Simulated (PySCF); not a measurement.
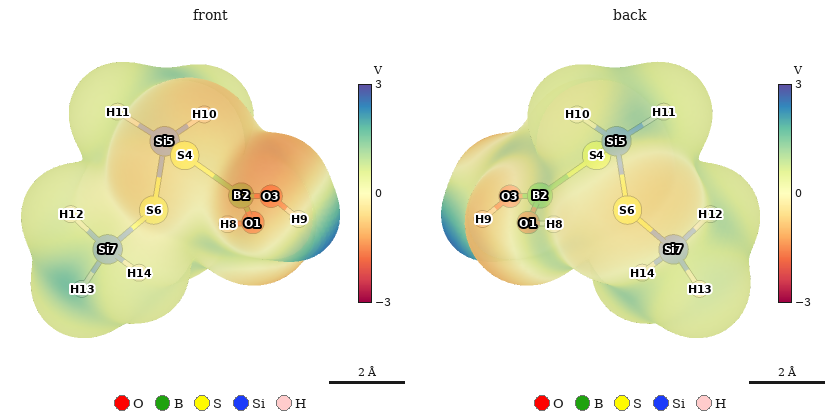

*BH7O2S2Si2. The molecular electrostatic potential painted on the density surface at 0.002 e/bohr³, seen from the front and from behind; the colour scale runs from red (negative) to blue (positive).*

Geometry: PBE0-D3(BJ)/def2-SVP.

All numbers below come from PBE0/pcSseg-1, SCF density, gas phase, non-relativistic (PySCF 2.14.0).

Input

```
{"job": {"kind": "nmr", "xc": "PBE0", "basis": "pcSseg-1"}, "charge": 0, "multiplicity": 1}
O     -1.877631    -0.374403    -0.706994
B     -0.913130    -0.684073    -1.600135
O     -1.179680    -1.498904    -2.645569
S      0.852174    -0.093173    -1.536224
Si     0.685984     1.652691    -0.324377
S     -0.221757     1.211838     1.592997
Si     0.928759    -0.557767     2.095962
H     -1.591769     0.105791     0.088821
H     -2.087251    -1.823768    -2.607703
H     -0.197983     2.698670    -0.908809
H      2.072741     2.160700    -0.142458
H      2.356213    -0.350457     1.721319
H      0.789719    -0.699433     3.572234
H      0.378185    -1.762049     1.415789
```

Launched as:

```sh
OMP_NUM_THREADS=1 python cluster_run.py task.json out
```

Where is the surface potential most negative and most positive?

Answer. The most negative region (about −1.4 V, or −32 kcal/mol for a unit charge) lies over O3, the most positive (about +2.5 V, or +58 kcal/mol for a unit charge) over H9. O3 is the likeliest acceptor of a hydrogen bond.
